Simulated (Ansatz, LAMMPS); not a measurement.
# Static equation of state of amorphous poly(ether ketone) with methanol (capped chains of 2 units), from a frame at 300 K, (192 atoms)

Density of this cell: 1.21 g/cm³. The cell holds 192 atoms: 89 C, 17 O and 86 H. Its edges and angles: a = 12.479 Å, b = 12.459 Å, c = 12.562 Å, α = 88.0°, β = 89.4°, γ = 89.7°. The starting structure: 3 poly(ether ketone) chains of 2 units with methyl end groups, 5 methanol placed at random, at 1.14 g/cm³; overlaps pushed apart, then 20 ps at 800 K with MMFF94 bonds, angles, torsions, charges and radii (Halgren, J. Comput. Chem. 17, 490 (1996)) in harmonic and 12-6 forms. Snapshot after 30 ps at 300 K and fixed volume.

Calculated with Ansatz 0.2.0: Kohn-Sham DFT, PBE+D4, PAW (set soft_2), plane waves; cutoff 420 eV, Γ point, fixed occupations. Cell and atoms were relaxed first, to V0 = 10.166 Å³ an atom at a residual P0 = -0.008 GPa. The cell was then scaled evenly, and the atoms were relaxed at each volume.

| volume (Å³/atom) | pressure (GPa) |
| --- | --- |
| 9.1494 | ? |
| 9.5561 | 0.5341 |
| 9.8611 | 0.2276 |
| 10.471 | -0.1844 |
| 10.776 | -0.3274 |

Task: Fit the third-order Birch–Murnaghan equation to the rows given and extrapolate to the withheld row.

Worked fit:

Take the Eulerian strain f = ½[(V0/V)^(2/3) − 1] and the normalised pressure F = (P − P0) / [3f(1 + 2f)^(5/2)]. The third-order Birch–Murnaghan equation is then the line F = B0 + (3/2)B0(B′ − 4) f, so u = f and v = F.

```
      u = f  v = F (GPa)
  0.0210565      7.73583
  0.0102569      7.26821
-0.00975659      6.34410
 -0.0190503      6.16566
```

With n = 4: mean u = 6.2663e-4, mean v = 6.87845, Σ(u − ū)² = 0.0010051, Σ(u − ū)(v − v̄) = 0.040843. Slope b = 0.040843 / 0.0010051 = 40.636; intercept a = v̄ − b ū = 6.8530.

So B0 = a = 6.85 GPa and B′ = 4 + 2b/(3a) = 7.95. At the withheld volume f = 0.03638, F = a + b f = 8.331 GPa, and P = P0 + 3f(1 + 2f)^(5/2) F.

Prediction at 9.1494: 1.076 GPa. The run gave 1.095 GPa, so the fit is low by 0.018 GPa (1.7 % of the value).

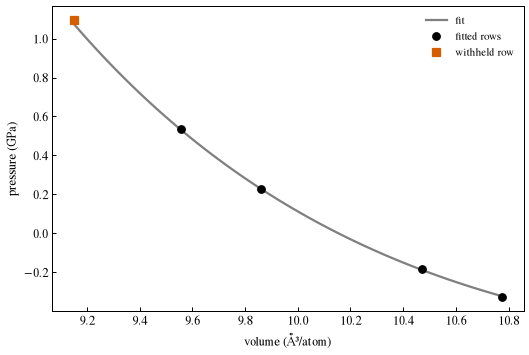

The fit, the rows that it rests on and the withheld row.

Among the rows given, the largest miss of the fit is at 10.776, by 0.0045 GPa (0.32 % of the range of the table).

Limits: Static cells at zero temperature; the cell shape is held. The program notes that the SCF threshold of these relaxations is loose for the stress. The network of contacts between molecules at the start is that of the classical potential that made the cell, and needn't be the one that DFT or experiment would give. Only the Γ point is sampled, in a cell whose shortest periodic width is 12 Å.

[Logs are printed without paths, hosts, clocks, repeated set-up lines and the standing remarks that a program may print on its own settings, such as how far it seeks lower states.]

[Hosts, paths, dates, database ids (printed as entryN), source tags and the programs' standing remarks are cut or masked in the printed files.]

[The MMFF94 radii named for the starting cell were scaled by 0.96; in molecules described by MMFF94, hydrogen bound to N, O or S took a small fixed 12-6 site in their place.]
